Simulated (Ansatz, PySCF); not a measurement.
Pulling on the Si1–H2 bond in H2OSi (SMILES O[SiH]) (multiplicity 1 held, fragments rigid). Energies count from the point at 1.545 Å.
Geometry at that point (charge 0, multiplicity 1):
```xyz
4

Si    -0.37783    -0.33484     0.39442
H     -1.53700    -0.16844    -0.61414
O      0.78278     0.49643    -0.45047
H      0.56442     0.88475    -1.30394
```

Restricted levels (R-, RO-) in cc, def2 and unpolarised 6-31G sets keep to the state of the molecule at rest. U- levels take the lowest unrestricted solution at each point, which mixes spins at long bonds. Active spaces are followed from a long bond inwards. Levels need not reach the same state.

Frozen-core correlation. Rows in 6-31G* carry no dispersion term and start afresh at each structure (6-31G* with six Cartesian d functions). MP2/6-31G* freezes PySCF's default core.

Programs: Ansatz (an electronic-structure program) with Gaussian orbitals; PySCF for 6-31G* rows. Each number belongs to the level named beside it.

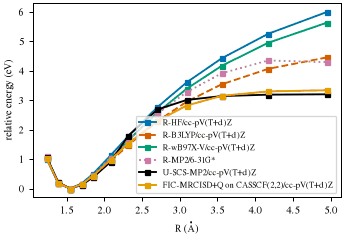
Figure: Relative energy along the coordinate

**Question.** Read off the R-B3LYP/cc-pV(T+d)Z curve at R = 3.555.

**Answer.** about 3.5 eV

Doubts at one or more of the structures used: a restricted determinant that unrestricted orbitals would lower (R-HF/cc-pV(T+d)Z, R-B3LYP/cc-pV(T+d)Z, R-wB97X-V/cc-pV(T+d)Z, R-MP2/6-31G*); a spin-contaminated determinant (U-SCS-MP2/cc-pV(T+d)Z).
